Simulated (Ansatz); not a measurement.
## Electronic structure of OSeSi (SMILES O=[Si]=[Se]) in real space

```yaml
atoms:
  - { symbol: O, position_ang: [0.0000, 0.0000, -1.6994] }
  - { symbol: Se, position_ang: [0.0000, 0.0000, 1.8765] }
  - { symbol: Si, position_ang: [0.0000, 0.0000, -0.1772] }
```

Geometry: PBE0-D3(BJ)/pcseg-1.

All numbers below come from isolated molecule in a Gaussian basis; Kohn-Sham density functional theory, functional PBE0 (Ansatz).

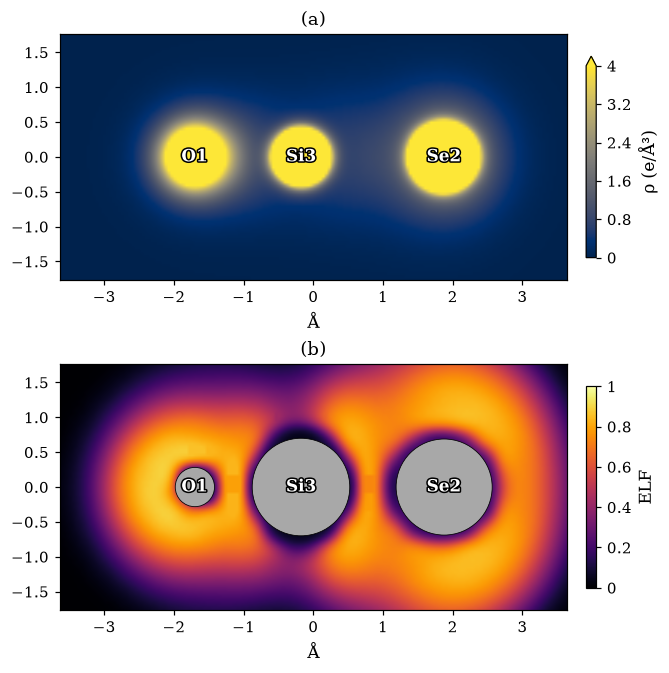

Figure 1. (a) electron density; (b) ELF on a plane that holds the molecular axis. Grey discs cover the atomic cores in the ELF map.

Interpret the plot.

Atoms in the plane: O, Se and Si.
Si–O (1.52 Å): ρ is about 1.5 e/Å³ halfway; the ELF peaks at about 0.80 in the valence shell of O, 0.6 Å from its nucleus, and is about 0.35 at the midpoint.
Si–Se (2.05 Å): ρ at the midpoint is about 0.88 e/Å³; the ELF peaks at about 0.75 between the atoms.
The ELF also peaks beside Se2 and O1, away from the bonds: lone-pair regions.

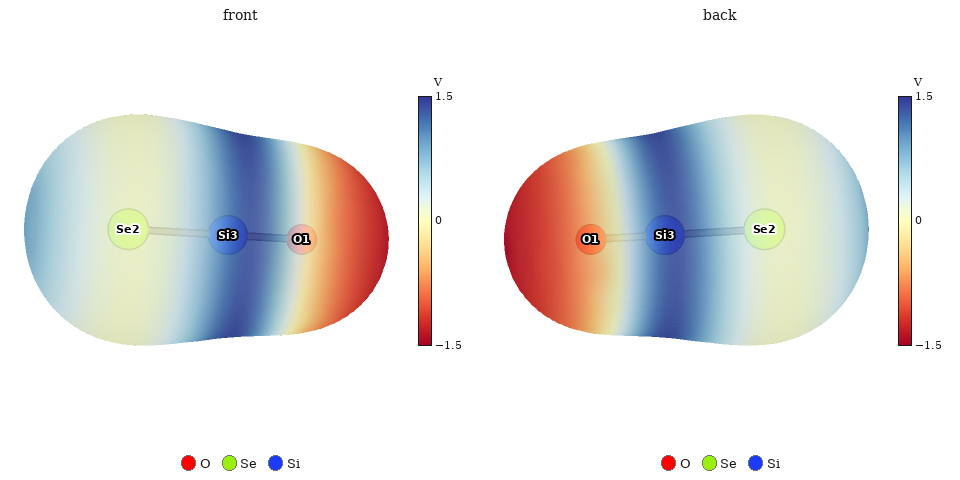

Figure 2. The electrostatic potential painted on the density surface at 0.001 e/bohr³, seen from the front and from behind; the colour scale runs from red (negative) to blue (positive).

Which sites attract a positive test charge, and which a negative one?

A positive charge is drawn to the negative regions and a negative charge to the positive ones. The most negative region (about −1.4 V) lies over O1, the most positive (about +1.4 V) over Si3. O1 is the likeliest acceptor of a hydrogen bond.

How polar is the molecule by this calculation?

Its dipole moment is 2.06 D.

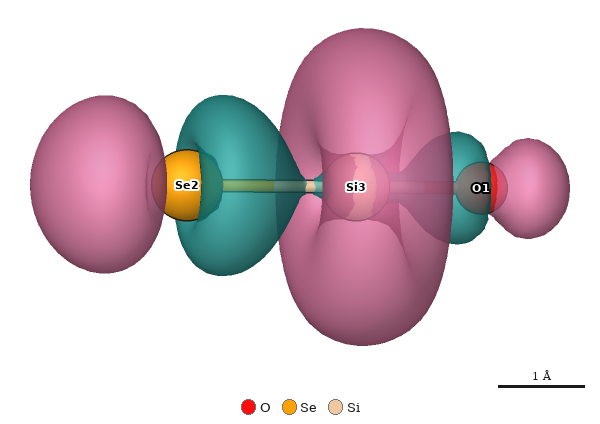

Figure 3. One frontier orbital at ±0.1 Å⁻³ᐟ² (teal and pink are the two phases), seen from one side.

Which orbital is it: HOMO or LUMO?

The LUMO, at −2.96 eV. Its weight (Hirshfeld) is mainly on Si3 (about 55 %), Se2 (about 30 %) and O1 (about 15 %); it is of σ type.
